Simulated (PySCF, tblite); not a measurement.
**C₄H₁₀BN₂O radical: geometry, infrared bands and EPR parameters**

Wanted: the infrared bands and EPR parameters of C₄H₁₀BN₂O radical (`C[C@H]([O])N1BNCC1`), by calculation.

Computed with tblite 0.8.0 and PySCF 2.14.0, with density-fitted response routines of our own, on a single molecule in the gas phase. Atoms count from 0, in the outputs and in this text.

### Step 1. The molecule as given

18 atoms, charge 0, multiplicity 2; geometry from: force field or distance geometry start.

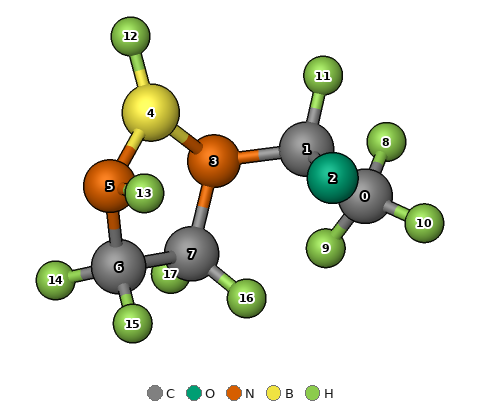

The starting geometry (carbon grey, oxygen teal, nitrogen orange, boron yellow, hydrogen green), atoms numbered.

### Step 2. Optimising the geometry with GFN2-xTB

What the job is given:

```
{"job": {"kind": "relax", "xc": "GFN2-xTB", "basis": "xTB"}, "charge": 0, "multiplicity": 2}
C      2.131700     0.292600    -0.805900
C      1.295900    -0.487200     0.212500
O      0.869400    -1.672500    -0.390300
N      0.247900     0.320900     0.748100
B     -0.596800    -0.365600     1.821500
N     -1.925500    -0.649300     1.143000
C     -2.018000     0.272300     0.049700
C     -0.629300     0.749500    -0.294100
H      3.042200     0.623500    -0.236700
H      1.555200     1.167800    -1.177600
H      2.435900    -0.394700    -1.608200
H      1.989300    -0.798900     1.049600
H     -0.359000    -0.559500     2.961400
H     -1.955200    -1.626100     0.769900
H     -2.612100     1.166400     0.350700
H     -2.513100    -0.214100    -0.813100
H     -0.397500     0.336300    -1.290300
H     -0.569900     1.844800    -0.375900
```

Command:

```sh
OMP_NUM_THREADS=1 python probes_run.py task.json out
```

The driver reads the jobs from task.json and runs them one after another.

Standard output:

```text
step      E/eV     max force
  0    -672.88800    2.911
  1    -673.26500    0.967
  2    -673.35589    0.820
  3    -673.40835    0.581
  4    -673.48669    0.619
  5    -673.52626    0.546
  6    -673.56993    0.524
  7    -673.60102    0.539
  8    -673.64672    0.620
  9    -673.69640    0.752
 10    -673.76259    0.832
 11    -673.84815    0.995
 12    -673.95181    0.849
 13    -674.05496    0.629
 14    -674.12647    1.324
 15    -673.95468    4.634
 16    -674.18653    0.533
 17    -674.20652    0.400
 18    -674.26183    0.327
 19    -674.27359    0.347
 20    -674.29618    0.284
 21    -674.30899    0.299
 22    -674.32127    0.293
 23    -674.33189    0.318
 24    -674.34550    0.299
 25    -674.35780    0.278
 26    -674.36611    0.265
 27    -674.37272    0.230
 28    -674.37857    0.226
 29    -674.38889    0.263
 30    -674.39687    0.245
 31    -674.40388    0.211
 32    -674.40857    0.149
 33    -674.41303    0.159
 34    -674.41753    0.134
 35    -674.42180    0.176
 36    -674.42535    0.167
 37    -674.42862    0.130
 38    -674.43212    0.148
 39    -674.43581    0.134
 40    -674.43896    0.128
 41    -674.44126    0.119
 42    -674.44315    0.114
 43    -674.44509    0.095
 44    -674.44692    0.095
 45    -674.44834    0.098
 46    -674.44934    0.085
 47    -674.45019    0.068
 48    -674.45115    0.090
 49    -674.45234    0.114
 50    -674.45376    0.110
 51    -674.45553    0.133
 52    -674.45776    0.134
 53    -674.46050    0.144
 54    -674.46343    0.151
 55    -674.46649    0.146
 56    -674.46958    0.150
 57    -674.47340    0.156
 58    -674.47743    0.128
 59    -674.48083    0.172
 60    -674.48307    0.121
 61    -674.48598    0.144
 62    -674.49001    0.178
 63    -674.49326    0.151
 64    -674.49757    0.141
 65    -674.50103    0.142
 66    -674.50412    0.131
 67    -674.50695    0.105
 68    -674.50858    0.224
 69    -674.51207    0.129
 70    -674.51464    0.117
 71    -674.51899    0.174
 72    -674.52329    0.245
 73    -674.52372    0.858
 74    -674.53607    0.527
 75    -674.54632    0.520
 76    -674.55173    0.769
 77    -674.56695    0.559
 78    -674.58991    0.520
 79    -674.62934    0.342
 80    -674.63834    0.328
 81    -674.65015    0.243
 82    -674.66376    0.258
 83    -674.67318    0.297
 84    -674.68121    0.223
 85    -674.69093    0.207
 86    -674.69820    0.282
 87    -674.70419    0.224
 88    -674.71012    0.160
 89    -674.71658    0.157
 90    -674.72217    0.219
 91    -674.72730    0.228
 92    -674.73168    0.243
 93    -674.73655    0.216
 94    -674.74323    0.264
 95    -674.75324    0.231
 96    -674.76528    0.312
 97    -674.77921    0.284
 98    -674.79177    0.313
 99    -674.80006    0.354
100    -674.76578    1.252
101    -674.81066    0.176
102    -674.81468    0.149
103    -674.82675    0.491
104    -674.83493    0.421
105    -674.84628    0.259
106    -674.85315    0.305
107    -674.85840    0.270
108    -674.86286    0.191
109    -674.86799    0.173
110    -674.87019    0.114
111    -674.87215    0.117
112    -674.87513    0.136
113    -674.87765    0.152
114    -674.88045    0.139
115    -674.88314    0.098
116    -674.88473    0.102
117    -674.88687    0.144
118    -674.88931    0.147
119    -674.89232    0.163
120    -674.89758    0.172
121    -674.90354    0.188
122    -674.90965    0.179
123    -674.91270    0.209
124    -674.90010    0.693
125    -674.92026    0.135
126    -674.92248    0.127
127    -674.92623    0.267
128    -674.92876    0.110
129    -674.93059    0.077
130    -674.93403    0.083
131    -674.93551    0.117
132    -674.93666    0.102
133    -674.93757    0.076
134    -674.93811    0.061
135    -674.93845    0.051
136    -674.93875    0.049
137    -674.93899    0.046
138    -674.93914    0.032
139    -674.93932    0.029
140    -674.93943    0.021
141    -674.93948    0.012
142    -674.93950    0.009
```

It took 1 s on 1 thread of Arm Neoverse V1, shared host.

Step by step: (not every step is listed)

```
step  energy from step 0 (eV)  largest force (eV/Å)
   0                   0.0000                2.9112
   1                  -0.3770                0.9670
   2                  -0.4679                0.8203
   3                  -0.5204                0.5808
   4                  -0.5987                0.6193
   5                  -0.6383                0.5458
   6                  -0.6819                0.5239
   7                  -0.7130                0.5393
   8                  -0.7587                0.6200
  20                  -1.4082                0.2845
  32                  -1.5206                0.1487
  44                  -1.5589                0.0953
  56                  -1.5816                0.1497
  68                  -1.6206                0.2243
  80                  -1.7503                0.3284
  92                  -1.8437                0.2428
 104                  -1.9469                0.4206
 116                  -1.9967                0.1017
 128                  -2.0408                0.1095
 137                  -2.0510                0.0462
 138                  -2.0511                0.0316
 139                  -2.0513                0.0290
 140                  -2.0514                0.0206
 141                  -2.0515                0.0116
 142                  -2.0515                0.0088
```

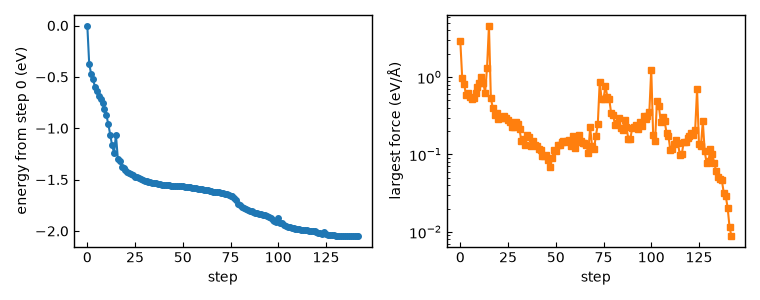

Energy and largest force along the relaxation.

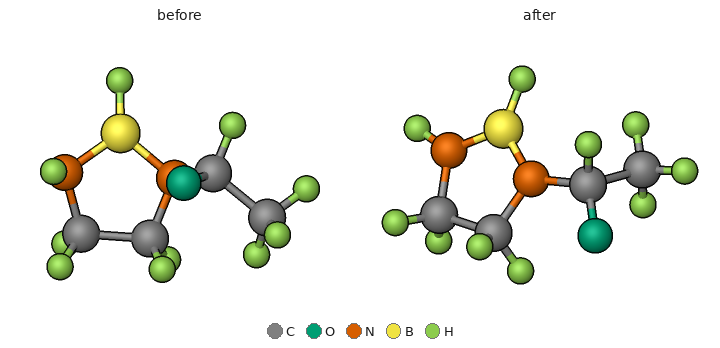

Before and after, at one scale.

Close pairs (by a distance rule), those that changed most:

```
  bond  before (Å)  after (Å)  change (Å)
 B4–N5       1.519      1.396      -0.122
 N3–B4       1.529      1.416      -0.112
 C1–O2       1.396      1.293      -0.103
 C0–C1       1.531      1.573      +0.042
N5–H13       1.046      1.005      -0.041
 C0–H8       1.124      1.084      -0.040
 C0–H9       1.112      1.086      -0.026
 C6–C7       1.508      1.533      +0.025
```

The final coordinates are the input of the step that follows.

### Step 3. Vibrational analysis with GFN2-xTB

What the job is given:

```
{"job": {"kind": "ir", "xc": "GFN2-xTB", "basis": "xTB"}, "charge": 0, "multiplicity": 2}
C      2.383076     0.520613    -0.009813
C      1.368096    -0.565169    -0.523398
O      1.334921    -0.666087    -1.812418
N      0.087271    -0.316452     0.108932
B     -0.317832    -0.308132     1.466155
N     -1.676184     0.014543     1.481056
C     -2.208385     0.247268     0.155727
C     -1.023171    -0.046881    -0.771523
H      2.425564     0.516239     1.073371
H      2.044151     1.487417    -0.369898
H      3.357265     0.300602    -0.433586
H      1.746022    -1.510023    -0.047126
H      0.348173    -0.534932     2.392026
H     -2.304552     0.123378     2.257886
H     -2.552030     1.284258     0.050607
H     -3.059865    -0.411384    -0.050552
H     -1.193195    -0.915976    -1.418037
H     -0.768083     0.787035    -1.434985
```

Standard output:

```text
mode    cm-1     km/mol
  1      70.0      9.27
  2      91.4      0.56
  3     156.7      1.21
  4     190.7      3.82
  5     217.0      1.64
  6     316.8      3.28
  7     365.2      5.42
  8     461.7     24.35
  9     474.2     15.60
 10     530.4     48.30
 11     642.5      6.90
 12     695.9      3.33
 13     757.7     81.63
 14     829.2      0.42
 15     836.7      1.60
 16     887.9      5.09
 17     911.0      0.78
 18     962.6      5.53
 19     994.3      5.88
 20    1014.2      1.07
 21    1064.1      0.15
 22    1096.8      4.85
 23    1097.8     37.97
 24    1146.5      7.89
 25    1148.3      2.11
 26    1171.7      5.08
 27    1177.0      6.50
 28    1209.9     27.34
 29    1246.5     38.06
 30    1271.0     23.44
 31    1276.4     70.25
 32    1337.0     71.12
 33    1342.6     91.97
 34    1393.2     28.55
 35    1457.4      2.96
 36    1467.5     10.44
 37    1470.6      5.53
 38    1487.3      9.16
 39    2538.4     39.86
 40    2703.3    131.20
 41    2878.8     23.98
 42    2900.1     35.39
 43    2921.4     53.56
 44    2939.9     15.71
 45    3047.6      8.35
 46    3058.1     15.74
 47    3066.1     11.53
 48    3501.5      4.97
```

Wall time 0.58 s (1 thread of Arm Neoverse V1, shared host).

The strongest bands and the atoms that carry them (share of the mass-weighted mode):

```
cm⁻¹  km/mol                                atoms
 530    48.3                             H13 85 %
 758    81.6                    H12 69 %, B4 27 %
1276    70.2           C1 36 %, O2 35 %, H11 18 %
1337    71.1  H8 18 %, H10 16 %, H9 15 %, N3 12 %
1343    92.0  N3 23 %, B4 15 %, H10 11 %, H9 10 %
2538    39.9                             H11 95 %
2703   131.2                             H12 91 %
2921    53.6                   H15 68 %, H14 24 %
```

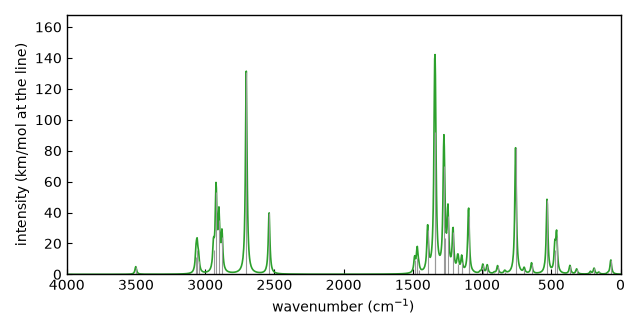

The infrared spectrum from these modes, unscaled. Lines are broadened to a width of 14 cm⁻¹ (Lorentzian).

### Step 4. g tensor and hyperfine couplings: B3LYP/pcH-1

The job, as its differences from that of step 3:

```diff
@@ -1,2 +1,2 @@
-{"job": {"kind": "ir", "xc": "GFN2-xTB", "basis": "xTB"}, "charge": 0, "multiplicity": 2}
+{"job": {"kind": "epr", "basis": "pcH-1"}, "charge": 0, "multiplicity": 2}
 C      2.383076     0.520613    -0.009813
```

Level: UKS B3LYP, pcH-1 on B C H N O, non-relativistic, mean-field spin-orbit, GIAO.

Standard output:

```text
UKS, coarse grid
  cycle   1  E = -367.80175166  |g| = 7.29e-01
  cycle   2  E = -362.92105174  |g| = 2.19e+00
  cycle   3  E = -367.78862981  |g| = 6.18e-01
  cycle   4  E = -367.99036093  |g| = 3.23e-01
  cycle   5  E = -368.02444498  |g| = 2.43e-01
  cycle   6  E = -368.04334764  |g| = 1.27e-01
  cycle   7  E = -368.04554878  |g| = 1.16e-01
  cycle   8  E = -368.04721552  |g| = 9.95e-02
  cycle   9  E = -368.05187068  |g| = 1.33e-02
  cycle  10  E = -368.05196189  |g| = 7.84e-03
  cycle  11  E = -368.05199407  |g| = 3.96e-03
  cycle  12  E = -368.05200255  |g| = 8.81e-04
UKS, final grid
  cycle   1  E = -368.05198096  |g| = 2.01e-03
  cycle   2  E = -368.05196718  |g| = 6.14e-03
  cycle   3  E = -368.05198280  |g| = 3.15e-04
  cycle   4  E = -368.05198285  |g| = 1.22e-04
  cycle   5  E = -368.05198289  |g| = 7.15e-05
  cycle   6  E = -368.05198291  |g| = 3.94e-05
  cycle   7  E = -368.05198291  |g| = 2.82e-05
E = -368.05198291 Eh   <S^2> = 0.7560 (exact 0.7500)
g shifts (ppm)      1          2          3
  rmc          -263       -263       -263
  gc              1         29         56
  oz_so          14       5009      21754
  total        -247       4776      21548
hyperfine (MHz)  atom isotope    a_iso     a_fc   dipolar eigenvalues
    0   13C     123.13     123.13    -13.95    -13.45     27.40
    1   13C     -54.96     -54.96     -6.76      2.04      4.72
    2   17O     -36.67     -36.67   -182.25     90.61     91.64
    3   14N       4.34       4.34     -7.39     -7.04     14.43
    4   11B      -5.11      -5.11     -1.85     -0.37      2.22
    5   14N       1.87       1.87     -2.27     -1.96      4.23
    6   13C      -2.24      -2.24     -0.36     -0.00      0.37
    7   13C      -6.69      -6.69     -1.84     -0.31      2.15
    8    1H      -4.62      -4.62     -6.91     -2.83      9.74
    9    1H      -5.43      -5.43     -7.23     -2.31      9.53
   10    1H      -8.29      -8.29     -7.12     -2.44      9.55
   11    1H     345.77     345.77     -6.97     -3.44     10.41
   12    1H       0.72       0.72     -1.89     -1.16      3.05
   13    1H      -3.58      -3.58     -3.16     -1.16      4.32
   14    1H      13.35      13.35     -1.16     -0.64      1.80
   15    1H       9.07       9.07     -1.16     -0.62      1.78
   16    1H      37.14      37.14     -3.97     -0.47      4.44
   17    1H      38.52      38.52     -4.16     -0.06      4.21
```

It took 1.9 min on 1 thread of Arm Neoverse V1, shared host; peak memory 0.97 GiB.

Principal g values 2.00207, 2.00709, 2.02387; g(iso) = 2.01101, against 2.00232 for a free electron.

Hyperfine couplings; where a row names several nuclei, a(iso) is their mean (it holds for fast rotation or exchange) and the dipolar term the largest among them:

```
     nuclei  isotope  a(iso) (MHz)  a(iso) (G, at g = 2.0023)  largest dipolar term (MHz)
        H11       1H         345.8                      123.4                        10.4
         C0      13C         123.1                       43.9                        27.4
         C1      13C         -55.0                      -19.6                        -6.8
        H17       1H          38.5                       13.7                         4.2
        H16       1H          37.1                       13.3                         4.4
         O2      17O         -36.7                      -13.1                      -182.2
        H14       1H          13.3                        4.8                         1.8
        H15       1H           9.1                        3.2                         1.8
         C7      13C          -6.7                       -2.4                         2.2
H8, H9, H10       1H          -6.1                       -2.2                         9.7
         B4      11B          -5.1                       -1.8                         2.2
         N3      14N           4.3                        1.5                        14.4
        H13       1H          -3.6                       -1.3                         4.3
         C6      13C          -2.2                       -0.8                         0.4
```

Mulliken spin populations:

C0 0.13; C1 -0.08; O2 0.60; N3 0.14; B4 -0.02; N5 0.04; C6 0.00; C7 -0.01; H8 0.00; H9 0.01; H10 0.00; H11 0.15; H12 0.00; H13 0.00; H14 0.01; H15 0.00; H16 0.01; H17 0.01

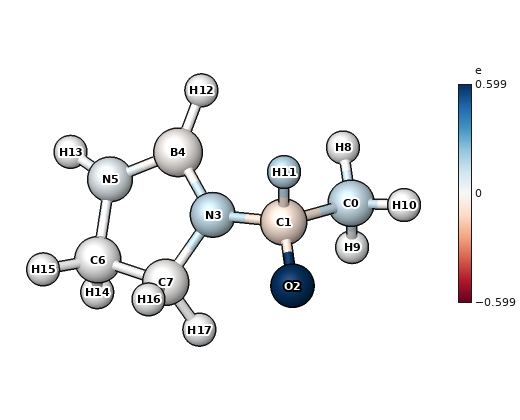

Mulliken spin populations, as colours on the atoms.

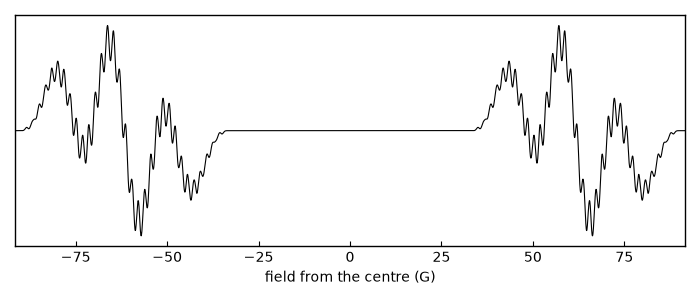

First-order isotropic spectrum (first derivative, main isotopes with spin only, couplings over 0.8 MHz, Gaussian width 0.4 G; couplings of the frozen geometry, rotation of groups not averaged beyond the rows shown).

Orbitals, density, ELF and potential are computed afterwards from the orbital file.

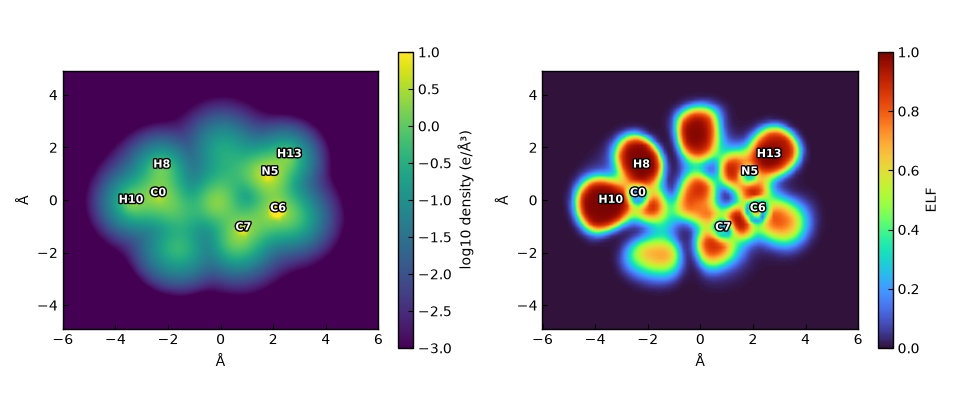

Density (left) and ELF (right) in a plane through or near 7 of the atoms.

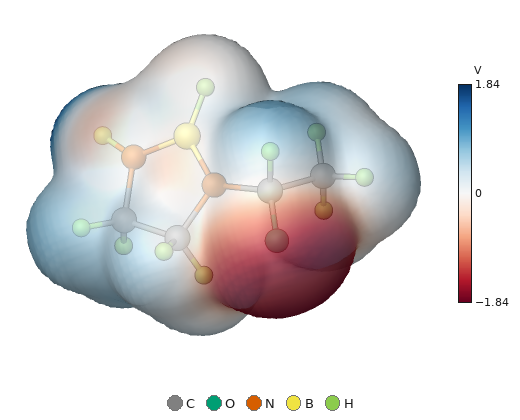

The potential that a unit positive charge feels on the 0.002 e/bohr³ surface, from -1.84 V near O2 to 1.64 V near H13.

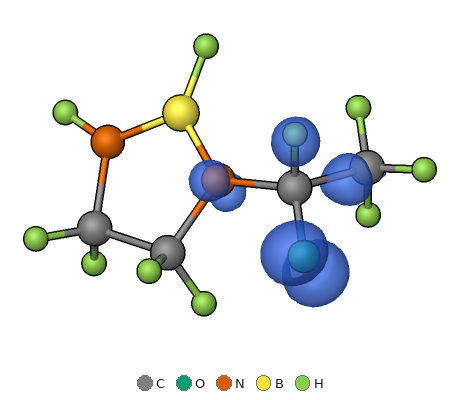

Spin density at ±0.1 e/Å³ (alpha excess blue, beta excess red).

### Step 5. Results

| quantity | value |
| --- | --- |
| strongest single infrared mode (GFN2-xTB) | 2703 cm⁻¹, 131 km/mol |
| zero-point energy (GFN2-xTB) | 91.2 kcal/mol |
| g(iso) (B3LYP) | 2.01101 |
| ⟨S²⟩ | 0.756 (exact 0.75) |
| largest a(iso) (averaged by class) | 1H on H11, 345.8 MHz |
| surface potential, least and greatest | -1.84 V and 1.64 V |

What this shows: The optimisation took 142 steps and gained 2.051 eV; among the close pairs (by a distance rule), B4–N5 changed most, from 1.519 to 1.396 Å. All 48 modes are real, so the xTB geometry is a minimum. The strongest single mode, at 2703 cm⁻¹, moves mainly H12. Unscaled tight-binding wavenumbers are off by several per cent, some by more. Its intensities can rank the bands wrongly. The largest share of the spin, 0.60 e, sits on O2. The isotropic g lies 8.7 ppt above the free-electron value.
